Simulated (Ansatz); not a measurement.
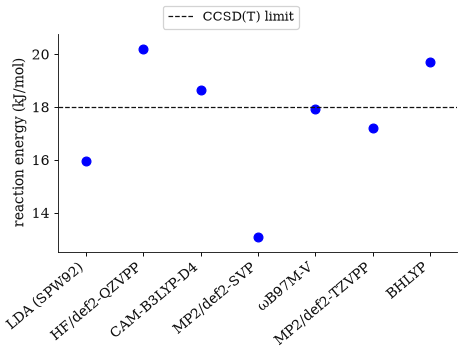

Electronic reaction energy of BHSeF₂ (FB(F)[SeH]) + SiH₂Br₂ (Br[SiH2]Br) → SiH₃SeBr ([SeH][SiH2]Br) + BBrF₂ (FB(F)Br) (SMILES in brackets) at several levels (functionals in def2-TZVPP unless a basis is named), isolated molecules at PBE0-D4 triple-zeta geometries, minima by their frequencies, no zero-point or thermal terms, the Ansatz code 0.2.0. The line is frozen-core CCSD(T) at the basis limit (MP2 extrapolated from triple and quadruple zeta, plus CCSD(T) less MP2 in a smaller set). No dispersion term is added to BHLYP. The distance of MP2/def2-SVP and MP2/def2-TZVPP to the limit includes basis error.

What do zero-point energy and temperature add?

Answer. Zero-point change −1.6 kJ/mol; at 298.15 K and 1 bar the CCSD(T) limit plus thermal terms gives an enthalpy of reaction of 17.1 and a free energy of 15.5 kJ/mol (harmonic PBE0-D4 modes, ideal gas).

What range do the values span, the line included?

Answer. From 13.1 kJ/mol (MP2/def2-SVP) to 20.2 kJ/mol (HF/def2-QZVPP).

Note: no scalar relativity up to krypton; outer-core shells are correlated without core-valence functions, which makes the correlated values less sure.
